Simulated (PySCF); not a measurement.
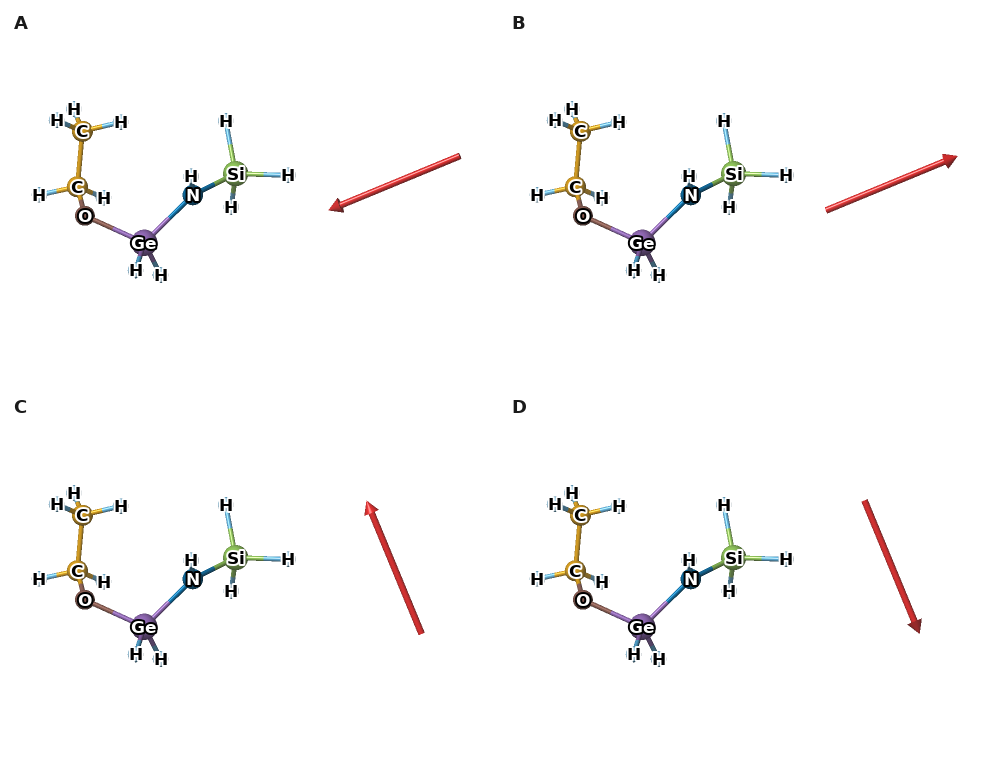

The same molecule four times, each with an arrow. The geometry was computed by an optimisation with PBE0-D3(BJ)/def2-SVP. No frequency run is at hand to confirm it as a minimum. Properties computed with ωB97X-D/def2-SVPD, gas phase (PySCF 2.14.0).

### Which arrow points along the dipole moment, from the negative to the positive end?

B. The dipole moment is 0.67 D.
